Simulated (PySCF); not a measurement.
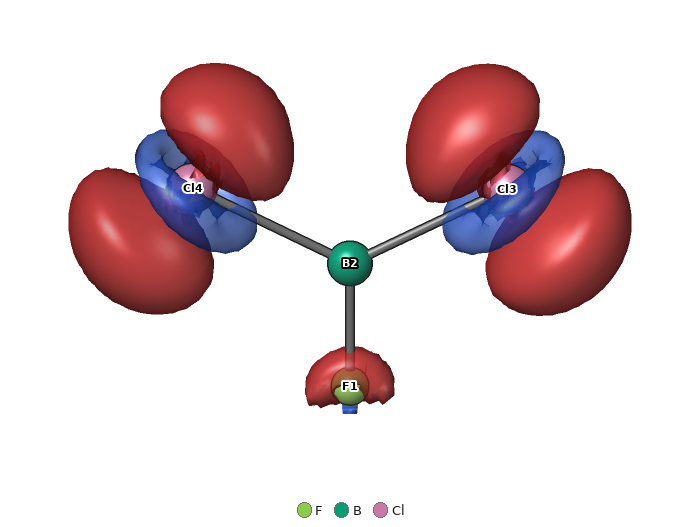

BCl₂F, SMILES `FB(Cl)Cl`. Fukui function f⁻ = ρ(N) − ρ(N−1) at fixed geometry, surfaces at ±0.04 e/Å³ (red positive, blue negative).

Method: ωB97X/def2-TZVP; geometry: GFN2-xTB; program: PySCF. No frequency check shows the geometry to be a minimum. GFN2-xTB bond lengths at metals and heavier atoms can be off by up to 0.1 Å and shapes distorted, which carries into these values.

Q: On which atoms does the density change most on removal of an electron?

A: f⁻ (Hirshfeld-condensed) is largest on Cl3 and Cl4 (0.42 each); the vertical ionisation energy is 12.25 eV (the stability of the cation's solution wasn't checked). Condensed values hint at sites of electrophilic attack but needn't mark the atom that reacts. Orbital relaxation makes it negative in places (0.12 e in all).
